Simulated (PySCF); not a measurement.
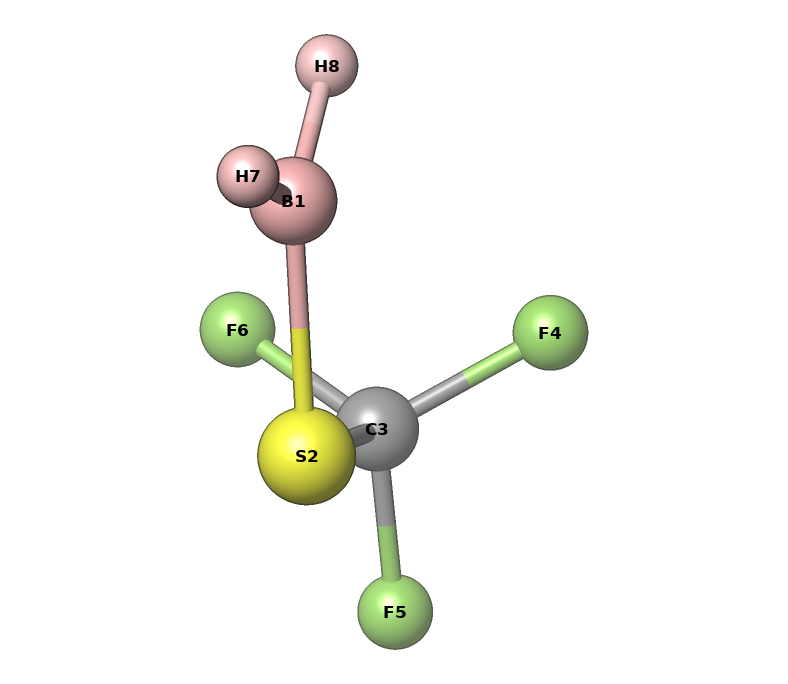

C3 lies behind S2. The molecule seen a little off the S2–C3 bond, S2 in front. Distant atoms are faded towards the background colour. The computed structure is the end point of a PBE0-D3(BJ)/def2-SVP optimisation. No frequency run is at hand to confirm it as a minimum.

What is the torsion angle B1–S2–C3–F4? The sign is positive where the front bond must turn clockwise to cover the back bond.

Answer. 60°, synclinal (gauche).
